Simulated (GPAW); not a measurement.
# C K ELNES/XANES of rock-salt (TiC)₁₋ₓ(ZrC)ₓ at x = 0.25 from DFT

Aim: the C K edge in rock-salt (TiC)₁₋ₓ(ZrC)ₓ at x = 0.25, one member of a composition series.

Method: X-ray absorption from dipole matrix elements to empty bands, plane-wave PAW LDA, in GPAW 26.7.0.

## Step 1: The structure

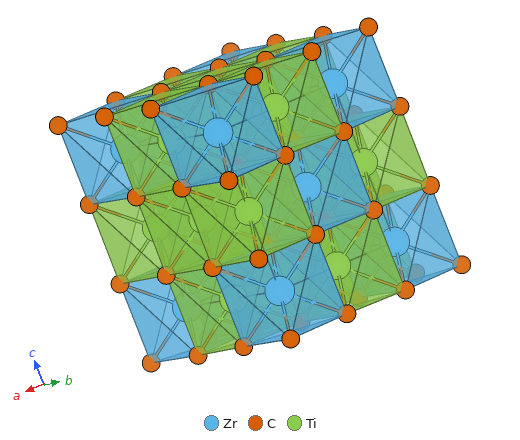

The cell as given, slightly off an axis (zirconium blue, carbon orange, titanium green). Some periodic images of atoms are drawn too.

The cell holds 16 atoms: 2 Zr, 8 C and 6 Ti. Its edges and angles: a = 6.252 Å, b = 6.252 Å, c = 6.252 Å, α = 60.0°, β = 60.0°, γ = 60.0°. 16-atom rock-salt cell, 2 of 8 Ti sites taken by Zr at random, lattice constants typed for the ends and interpolated (Vegard).

## Step 2: Relaxation

Bond lengths around the absorber set the edge shape, so the atoms are relaxed before any spectrum.

Contents of relax.py:

```python
import numpy as np
from ase import Atoms
from ase.parallel import parprint, paropen
from gpaw import GPAW, PW, FermiDirac, Mixer, MixerDif, setup_paths
from ase.optimize import BFGS

atoms = Atoms('ZrCTiCTiCTiCTiCZrCTiCTiC',
    cell=[[0, 4.421, 4.421],
     [4.421, 0, 4.421],
     [4.421, 4.421, 0]],
    scaled_positions=[[0.999335, 0.998792, 0.997719],
     [0.753158, 0.249419, 0.252513],
     [0.998597, 0.998013, 0.49974],
     [0.750132, 0.24925, 0.750683],
     [0.001828, 0.502372, 0.998877],
     [0.749222, 0.75295, 0.249146],
     [0.994666, 0.496941, 0.500262],
     [0.749812, 0.751299, 0.750033],
     [0.500088, 0.998327, 0.002949],
     [0.249891, 0.251906, 0.250896],
     [0.500667, 0.001778, 0.49854],
     [0.246347, 0.253519, 0.744579],
     [0.498519, 0.502141, 0.998578],
     [0.248297, 0.748609, 0.248168],
     [0.4942, 0.500426, 0.49845],
     [0.247061, 0.749767, 0.748867]],
    pbc=True)
atoms.calc = GPAW(legacy_gpaw=True, mode=PW(500, force_complex_dtype=True), xc='LDA', setups={},
    kpts={'size': (4, 4, 4), 'gamma': True}, occupations=FermiDirac(0.08),
    charge=0, mixer=Mixer(0.1, 5, 50), maxiter=150,
    convergence={'density': 0.0001, 'eigenstates': 1e-6}, txt='relax.txt')
steps = []
opt = BFGS(atoms, logfile='-')
opt.attach(lambda: steps.append([atoms.get_potential_energy(), float(np.linalg.norm(atoms.get_forces(), axis=1).max())]))
done = opt.run(fmax=0.05, steps=30)
out = dict(done=bool(done), steps=steps, frac=atoms.get_scaled_positions().tolist())
import json
with paropen('out.json', 'w') as f:
    json.dump(out, f)
```

Launch:

```
$ OMP_NUM_THREADS=1 mpirun -n 4 gpaw python relax.py
```

Numbers of over 12 decimals in the logs are rounded to 6 here.

What it wrote:

```text
Input parameters:
  convergence: {density: 0.0001,
                eigenstates: 1e-06}
  kpts: {gamma: True,
         size: (4, 4, 4)}
  maxiter: 150
  mixer: {backend: pulay,
          beta: 0.1,
          method: separate,
          nmaxold: 5,
          weight: 50}
  mode: {ecut: 500.0,
         force_complex_dtype: True,
         name: pw}
  occupations: {fixmagmom: False,
                name: fermi-dirac,
[...]
14 Ti    0.00006   -0.01731   -0.00935
 15 C    -0.02566   -0.01001   -0.02312
Step     Time          Energy          fmax
BFGS:    0 02:38:16     -155.530739        1.857542
BFGS:    1 02:39:32     -155.738214        1.229419
BFGS:    2 02:41:04     -155.911423        0.197252
BFGS:    3 02:41:59     -155.914704        0.149693
[...]
BFGS:    7 02:45:35     -155.838606        0.667301
BFGS:    8 02:46:53     -155.919938        0.035961
[key lines of the parts left out:]
Converged after 12 iterations.
Dipole moment: (0.132088, 0.870168, 0.367714) |e|*Ang
Free energy:   -155.919938
Fermi level: 9.99617
```

It took 12 min on 4 MPI ranks of Arm Neoverse V2, shared host; peak memory 0.43 GiB; 48 min of CPU time.

In 8 steps the energy fell by 389 meV (energies extrapolated to zero smearing) and the largest force to 0.036 eV/Å. Atom 6 (C; the text counts from 1, the script from 0) is among those that moved most, by 0.08 Å.

## Step 3: Ground state of the crystal

A plain self-consistent run shows whether there is a gap, which decides the set-up of the core-hole run.

Contents of scf.py:

```python
import numpy as np
from ase import Atoms
from ase.parallel import parprint, paropen
from gpaw import GPAW, PW, FermiDirac, Mixer, MixerDif, setup_paths
from gpaw.test import gen
setup_paths.insert(0, '.')
gen('C', name='nch1s', xcname='LDA', corehole=(1, 0, 0), write_xml=True)
from gpaw.mpi import world
world.barrier()

atoms = Atoms('ZrCTiCTiCTiCTiCZrCTiCTiC',
    cell=[[0, 4.421, 4.421],
     [4.421, 0, 4.421],
     [4.421, 4.421, 0]],
    scaled_positions=[[0.9988738, 0.0002773, 0.9994413],
     [0.7488038, 0.2609989, 0.249387],
     [0.9988248, 0.0004165, 0.4994218],
     [0.7436755, 0.2555843, 0.7440637],
     [0.9987688, 0.5003192, 0.9992958],
     [0.7487698, 0.7396245, 0.2492611],
     [0.9990887, 0.5004331, 0.4992008],
     [0.7540659, 0.7450806, 0.7546172],
     [0.498977, 0.0003283, 0.9992141],
     [0.2435121, 0.2555695, 0.2441477],
     [0.4987727, 0.0003985, 0.4993967],
     [0.24877, 0.2611741, 0.7494091],
     [0.4988016, 0.5003029, 0.9994932],
     [0.2541473, 0.7451289, 0.2546828],
     [0.4990143, 0.5003356, 0.4994438],
     [0.2489707, 0.7395424, 0.7495317]],
    pbc=True)
atoms.calc = calc = GPAW(legacy_gpaw=True, mode=PW(500, force_complex_dtype=True), xc='LDA', setups={1: 'nch1s'},
    kpts={'size': (4, 4, 4), 'gamma': True}, occupations=FermiDirac(0.05),
    charge=0, mixer=Mixer(0.1, 5, 50), maxiter=150,
    convergence={'density': 0.0001, 'eigenstates': 1e-6}, txt='scf.txt')
energy = atoms.get_potential_energy() + calc.get_reference_energy()
ef = calc.get_fermi_level()
out = dict(energy=energy, fermi=ef, forces=atoms.get_forces().tolist())
parprint(f'all-electron energy {energy:.4f} eV, Fermi level {ef:.4f} eV')
ev = np.array([[calc.get_eigenvalues(k, s) for k in range(len(calc.get_ibz_k_points()))] for s in range(calc.get_number_of_spins())])
out['homo'], out['lumo'], out['counts'] = ev[ev < ef].max(), ev[ev > ef].min(), sorted(set((ev < ef).sum((0, 2)).tolist()))
out['filled'] = (ev[:, 0] < ef).sum(1).tolist()
import json
with paropen('out.json', 'w') as f:
    json.dump(out, f)
```

Launch:

```
$ OMP_NUM_THREADS=1 mpirun -n 4 gpaw python scf.py
```

What it wrote:

```text
Input parameters:
  convergence: {density: 0.0001,
                eigenstates: 1e-06}
  kpts: {gamma: True,
         size: (4, 4, 4)}
  maxiter: 150
  mixer: {backend: pulay,
          beta: 0.1,
          method: separate,
          nmaxold: 5,
          weight: 50}
  mode: {ecut: 500.0,
         force_complex_dtype: True,
         name: pw}
  occupations: {fixmagmom: False,
                name: fermi-dirac,
                width: 0.05}
  setups: {1: nch1s}

Initialize ...

[... PAW data sets ...]

Reference energy: -342767.240059  # eV

Spin-paired calculation

[... convergence settings ...]
Symmetries present (total): 1
  [... symmetry matrices ...]

64 k-points: 4 x 4 x 4 Monkhorst-Pack grid + [1/8,1/8,1/8]
36 k-points in the irreducible part of the Brillouin zone
       k-points in crystal coordinates                weights
   0:     0.00000000    0.00000000    0.00000000          1/64
   1:     0.00000000    0.00000000    0.25000000          2/64
   2:     0.00000000    0.00000000    0.50000000          1/64
   3:     0.00000000    0.25000000   -0.25000000          2/64
   4:     0.00000000    0.25000000    0.00000000          2/64
   5:     0.00000000    0.25000000    0.25000000          2/64
   6:     0.00000000    0.25000000    0.50000000          2/64
   7:     0.00000000    0.50000000    0.00000000          1/64
   8:     0.00000000    0.50000000    0.25000000          2/64
   9:     0.00000000    0.50000000    0.50000000          1/64
          ...
  35:     0.50000000    0.50000000    0.50000000          1/64

Wave functions: Plane wave expansion
  Cutoff energy: 500.000 eV
  Number of coefficients (min, max): 4360, 4398
  Pulay-stress correction: 0.000000 eV/Ang^3 (de/decut=0.000000)
  Using FFTW library
  Wavefunction extrapolation:
    Improved wavefunction reuse through dual PAW basis

Occupation numbers: Fermi-Dirac:
  width: 0.0500  # eV

Eigensolver
   Davidson(niter=2)

Densities:
  Coarse grid: 35*35*35 grid
  Fine grid: 70*70*70 grid
  Total Charge: 0.000000

Density mixing:
  Method: separate
  Backend: pulay
  Linear mixing parameter: 0.1
  old densities: 5
  Width of damping distribution: 1.1
  Damping of long wavelength oscillations: 50

[... Hamiltonian set-up ...]
Number of atoms: 16
Number of atomic orbitals: 136
Number of bands in calculation: 81
Number of valence electrons: 128
Bands to converge: occupied

... initialized

Initializing position-dependent things.

Density initialized from atomic densities
Creating initial wave functions:
  81 bands from LCAO basis set

                       Ti
                Ti   C
                 Zr
              C
          Ti    C    Ti
         C    Ti    C
                Ti
             C
         Zr   C
       C

Atomic positions and initial magnetic moments

Positions:
   0 Zr     4.419756    8.834551    4.417247    ( 0.0000,  0.0000,  0.0000)
   1 C      2.256416    4.413002    4.464338    ( 0.0000,  0.0000,  0.0000)
   2 Ti     2.209785    6.623748    4.417646    ( 0.0000,  0.0000,  0.0000)
   3 C      4.419444    6.577295    4.417728    ( 0.0000,  0.0000,  0.0000)
   4 Ti     6.629798    8.833444    6.627468    ( 0.0000,  0.0000,  0.0000)
   5 C      4.371863    4.412295    6.580191    ( 0.0000,  0.0000,  0.0000)
   6 Ti     4.419381    6.623938    6.629386    ( 0.0000,  0.0000,  0.0000)
[...]
13 C      4.420168    2.249538    4.417800    ( 0.0000,  0.0000,  0.0000)
  14 Ti     4.420025    4.414183    4.418126    ( 0.0000,  0.0000,  0.0000)
  15 C      6.583197    4.414379    4.370216    ( 0.0000,  0.0000,  0.0000)

Unit cell:
           periodic     x           y           z      points  spacing
  1. axis:    yes    0.000000    4.421000    4.421000    35     0.1459
  2. axis:    yes    4.421000    0.000000    4.421000    35     0.1459
  3. axis:    yes    4.421000    4.421000    0.000000    35     0.1459

  Lengths:   6.252238   6.252238   6.252238
  Angles:   60.000000  60.000000  60.000000

Effective grid spacing dv^(1/3) = 0.1591

iter:   1  -173.268997
iter:   2  -161.437781   -0.33  -0.89
iter:   3  -155.397508   +0.42  -1.04
iter:   4  -156.001150   -0.33  -1.60
iter:   5  -156.576140   -0.68  -1.58
iter:   6  -156.165236   -1.04  -1.56
iter:   7  -156.384191   -1.62  -1.95
iter:   8  -156.093206   -1.51  -1.84
iter:   9  -155.983086   -2.51  -1.98
iter:  10  -155.905499   -1.64  -2.10
iter:  11  -155.896384   -1.76  -2.39
iter:  12  -155.895257c  -2.75  -2.86
iter:  13  -155.894151c  -3.62  -2.97
iter:  14  -155.893961c  -4.35  -3.12
iter:  15  -155.894068c  -4.36  -3.75
iter:  16  -155.893928c  -4.79  -3.53
iter:  17  -155.893926c  -5.15  -3.90
iter:  18  -155.893929c  -5.38  -4.02c
iter:  19  -155.893923c  -5.27  -3.87
iter:  20  -155.893916c  -6.51c -4.29c

Converged after 20 iterations.

Dipole moment: (0.132114, 0.870199, 0.367945) |e|*Ang

Energy contributions relative to reference atoms: (reference = -342767.240059)

Kinetic:       +117.689922
Potential:     -127.991909
External:        +0.000000
XC:            -146.357098
Entropy (-ST):   -0.020530
Local:           +0.775435
SIC:             +0.000000
--------------------------
Free energy:   -155.904181
Extrapolated:  -155.893916

Showing only first 2 kpts
 Kpt  Band  Eigenvalues  Occupancy
  0    62     10.08125    0.26826
  0    63     10.27658    0.00621
  0    64     10.72884    0.00000
  0    65     10.73018    0.00000

  1    62      9.73182    1.98816
  1    63      9.73429    1.98757
  1    64     10.39958    0.00053
  1    65     10.41557    0.00039

Fermi level: 9.98800

No gap
No difference between direct/indirect transitions

Forces in eV/Ang:
  0 Zr    0.00076   -0.00658    0.00203
  1 C     0.01786    0.00432    0.02146
  2 Ti   -0.00621   -0.00216    0.00052
  3 C     0.00194   -0.01136   -0.00183
  4 Ti    0.00686    0.01009    0.00710
  5 C    -0.00583    0.00917   -0.00676
  6 Ti    0.00697   -0.00099   -0.01782
[...]
13 C    -0.00493    0.00928   -0.00432
 14 Ti   -0.00224   -0.01156   -0.00702
 15 C    -0.01872   -0.01105   -0.01598
Scalar-relativistic atomic LDA calculation for C (Carbon, Z=6)
Core hole in 1s state (1s occupation: 2.0)
300 radial gridpoints.
|------------------------------------------------|
|------------------------------------------------|
[... the atom generator's iteration count ...]

Energy contributions:
-------------------------
Kinetic:      +37.233774
XC:            -4.729621
Potential:    -69.944456
-------------------------
Total:        -37.440303

state      eigenvalue         ekin         rmax
-----------------------------------------------
1s^2.0 :    -9.951671    15.733548        0.175
2s^2.0 :    -0.501207     1.649369        1.216
2p^2.0 :    -0.198967     1.233970        1.191
-----------------------------------------------
(units: Bohr and Hartree)

Generating PAW setup
Kinetic energy of the core from tauc = 31.481335
Cutoffs:
rc(s)=1.200
rc(p)=1.200
rc(d)=1.200
rc(vbar)=1.080
rc(comp)=1.200
rc(nct)=1.200

Kinetic energy of the core states: 31.467096
Charge: 0.0
Core electrons: 2.0
Valence electrons: 4.0
Pseudo-core charge: 0.032813
Shape function alpha=6.944
Pseudo-electron charge 4.032078
state    eigenvalue         norm
--------------------------------
2s(2) :    -0.501207     1.045313
*s    :     0.498793
2p(2) :    -0.198967     0.954320
*p    :     0.801033
*d    :     0.000000
--------------------------------

Diagonalizing with gridspacing h=0.050

state   all-electron     PAW
-------------------------------
2s:      -0.501207    -0.501829
2p:      -0.198967    -0.199729
*d:                    0.045938
*f:                    0.074849
-------------------------------
all-electron energy -342923.1340 eV, Fermi level 9.9880 eV
```

Elapsed: 2.5 min, on 4 MPI ranks; peak memory 0.43 GiB.

The mesh shows no gap, so the system is treated as a metal and the core electron is put at the Fermi level (neutral cell).

## Step 4: Reference energy of the cell

The photon energy needs a difference of total energies, so the cell and mesh of the coming hole run are first run without a hole.

scf.py: that of step 3 with these lines changed.

```diff
@@ -32,3 +32,3 @@
 atoms.calc = calc = GPAW(legacy_gpaw=True, mode=PW(500, force_complex_dtype=True), xc='LDA', setups={1: 'nch1s'},
-    kpts={'size': (4, 4, 4), 'gamma': True}, occupations=FermiDirac(0.05),
+    kpts={'size': (4, 4, 4), 'gamma': True}, occupations=FermiDirac(0.1),
     charge=0, mixer=Mixer(0.1, 5, 50), maxiter=150,
```

What it wrote:

```text
Input parameters:
  convergence: {density: 0.0001,
                eigenstates: 1e-06}
  kpts: {gamma: True,
         size: (4, 4, 4)}
  maxiter: 150
  mixer: {backend: pulay,
          beta: 0.1,
          method: separate,
          nmaxold: 5,
          weight: 50}
  mode: {ecut: 500.0,
         force_complex_dtype: True,
         name: pw}
  occupations: {fixmagmom: False,
                name: fermi-dirac,
[...]
2s(2) :    -0.501207     1.045313
*s    :     0.498793
2p(2) :    -0.198967     0.954320
*p    :     0.801033
*d    :     0.000000
--------------------------------

Diagonalizing with gridspacing h=0.050

state   all-electron     PAW
-------------------------------
2s:      -0.501207    -0.501829
2p:      -0.198967    -0.199729
*d:                    0.045938
*f:                    0.074849
-------------------------------
all-electron energy -342923.1326 eV, Fermi level 10.0035 eV
[key lines of the parts left out:]
Converged after 21 iterations.
Dipole moment: (0.132096, 0.870113, 0.367912) |e|*Ang
Free energy:   -155.934845
Fermi level: 10.00351
```

Run time: 2.7 min. Hardware: 4 MPI ranks; peak memory 0.43 GiB; 11 min of CPU time.

Reference energy: -342923.133 eV with the cores included.

(Continued in part 2 of 3.)

[Banner, clock and machine lines of the logs are left out without a mark of their own.]

[Logs are printed without paths, hosts, clocks, repeated set-up lines and the standing remarks that a program may print on its own settings, such as how far it seeks lower states.]

[Hosts, paths, dates, database ids (printed as entryN), source tags and the programs' standing remarks are cut or masked in the printed files.]

[Lists of maxima count a maximum above −3 eV only where it reaches 4 % of the highest in the window and stands out from its surroundings by 2 % of it (1.5 % where it reaches 55 %); shoulders and weaker maxima are passed over, and of the rest the first, up to two pre-edge ones and the few strongest are named.]
